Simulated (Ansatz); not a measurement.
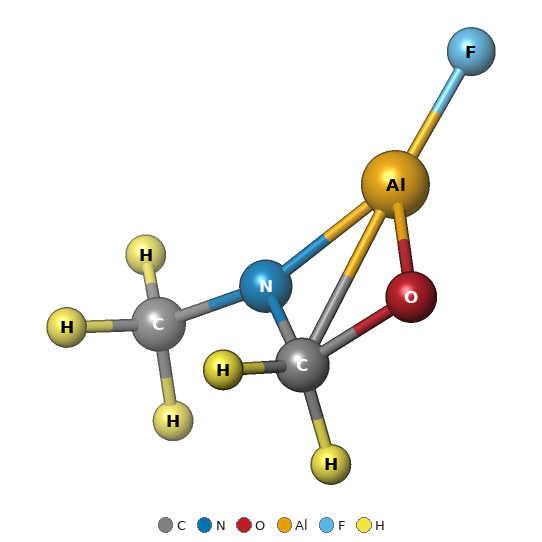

Distant atoms are faded towards the background colour. The computed structure is the end point of a PBE0-D4/def2-TZVP optimisation. No frequency run is at hand to confirm it as a minimum.

**Which symmetry elements does this geometry have?**

It has 1 mirror plane, so the point group is Cs. The group has 2 operations. The geometry is achiral, and symmetry allows a dipole moment.
